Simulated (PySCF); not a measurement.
SMILES CSc1ccc(O)s1, GFN2-xTB optimised geometry. Atoms within 1.6 Å of the plane z = 0.0 Å (x, y, z in Å): C1 (-2.36, -2.07, -0.93), S2 (-0.96, -2.61, 0.10), C3 (0.07, -1.20, 0.00), C4 (1.43, -1.20, 0.00), C5 (2.00, 0.09, 0.00), C6 (1.06, 1.08, 0.00), O7 (1.29, 2.40, -0.02), S8 (-0.55, 0.43, 0.03), H10 (-2.83, -1.20, -0.48), H11 (-3.06, -2.90, -0.97), H12 (2.01, -2.11, -0.01), H13 (3.06, 0.29, -0.02), H14 (0.47, 2.90, -0.02).

Calculation: PBE/def2-TZVP (PySCF). Cells within 0.4 Å of a nucleus heavier than hydrogen are left out (blank, or x).

Map of the electron localisation function on the plane z = 0.0 Å:

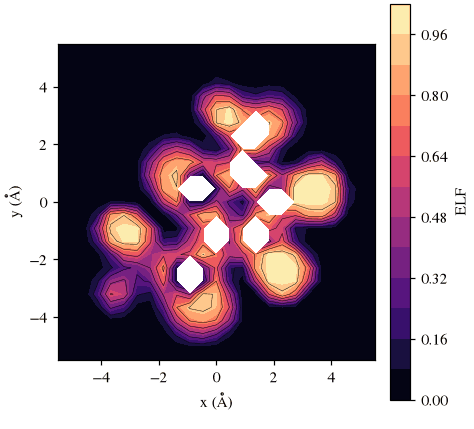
Electron localisation function on the plane z = 0.0 Å.
